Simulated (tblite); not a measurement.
# C4H14BGeN: the cost of one run

Computed with tblite 0.8.0 and PySCF 2.14.0, with density-fitted response routines of our own, on a single molecule in the gas phase. Atoms count from 0, in the outputs and in this text.

## 1. Starting geometry

21 atoms, charge 0, multiplicity 1; geometry from: force field or distance geometry start.

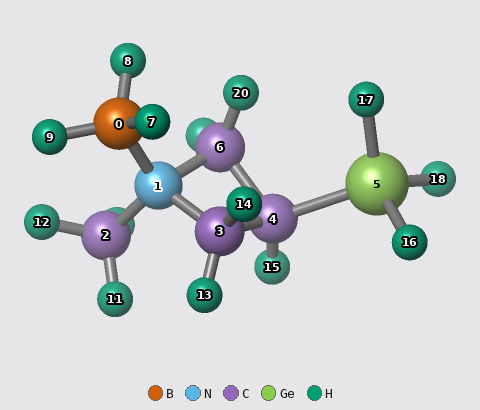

As it starts; boron orange, nitrogen blue, carbon purple, germanium green, hydrogen teal, atoms numbered.

## 2. Optimising the geometry with GFN2-xTB

Job settings and geometry (Å):

```
{"job": {"kind": "relax", "xc": "GFN2-xTB", "basis": "xTB"}, "charge": 0, "multiplicity": 1}
B     -1.386400     1.555500     0.052200
N     -0.889900     0.123100    -0.077400
C     -1.880500    -0.882200    -0.340000
C      0.003300    -0.271200     0.985100
C      0.924500    -0.855200    -0.038900
Ge     2.734000    -0.270200     0.278300
C      0.232800     0.093500    -0.984800
H     -0.841600     2.099300     0.974000
H     -1.080400     2.123700    -0.937000
H     -2.572800     1.585200     0.180400
H     -1.666400    -1.346600    -1.314500
H     -1.892600    -1.641400     0.468300
H     -2.909100    -0.427700    -0.349300
H     -0.408800    -1.042400     1.664800
H      0.473600     0.559000     1.540600
H      0.795600    -1.926200    -0.217100
H      3.119600    -0.555500     1.760000
H      2.765000     1.261000     0.016300
H      3.763500    -0.971700    -0.650900
H     -0.005200    -0.277700    -1.980500
H      0.713100     1.084700    -1.030100
```

Started as:

```bash
$ OMP_NUM_THREADS=1 python probes_run.py task.json out
```

This one command runs all jobs of the session in turn.

Q: Estimate the wall time and peak memory of this first job on 1 thread of Intel Xeon at 2.50GHz, shared host.

About 4.1 s, with a peak of 0.18 GiB.
